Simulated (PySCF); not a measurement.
Input

```
{"job": {"kind": "nmr", "xc": "PBE0", "basis": "pcSseg-2"}, "charge": 0, "multiplicity": 1}
Si    -0.647844     1.633293    -0.638464
P      0.284033    -0.349110    -1.132813
Si     1.843192    -0.283501     0.481875
Si    -1.191564    -1.593819     0.014061
H      0.281067     2.708905    -1.072543
H     -0.926364     1.792709     0.814762
H     -1.924134     1.751559    -1.390379
H      2.867231     0.724514     0.102970
H      2.480578    -1.622803     0.572758
H      1.280480     0.075272     1.812031
H     -0.672747    -2.984330     0.088815
H     -2.481891    -1.588128    -0.722995
H     -1.422056    -1.088596     1.394791
```

Launched as:

```sh
OMP_NUM_THREADS=2 python probes_run.py task.json out
```

Geometry: PBE0-D3(BJ)/def2-TZVP.

Method: PySCF, PBE0/pcSseg-2, SCF density, gas phase, non-relativistic.

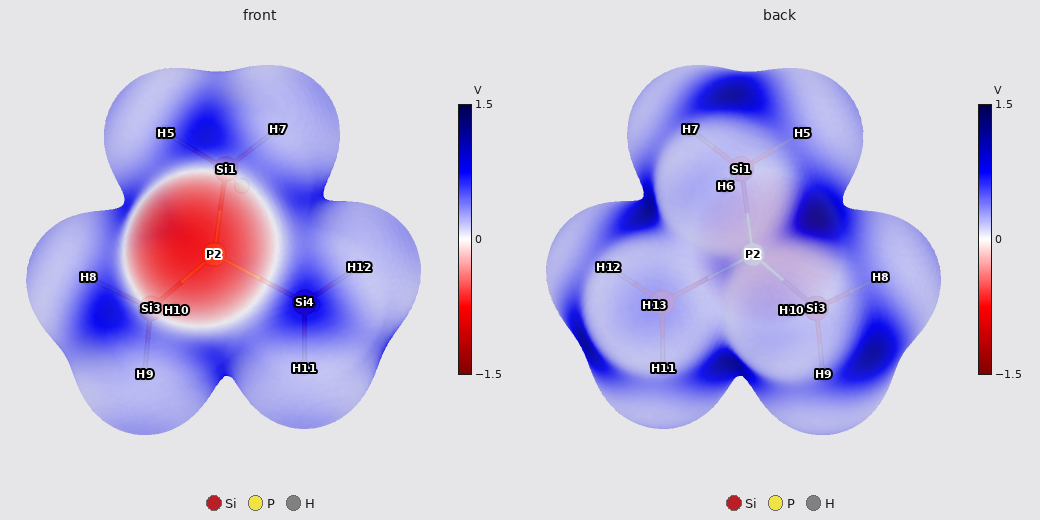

H9PSi3 ((SiH3)3P). The electrostatic potential painted on the density surface at 0.002 e/bohr³, seen from the front and from behind; red is negative and blue positive.

Where is the surface potential most negative and most positive?

The most negative region (about −0.7 V, or −16 kcal/mol for a unit charge) lies over P2, the most positive (about +1.1 V, or +25 kcal/mol for a unit charge) over Si1, Si3 and Si4.
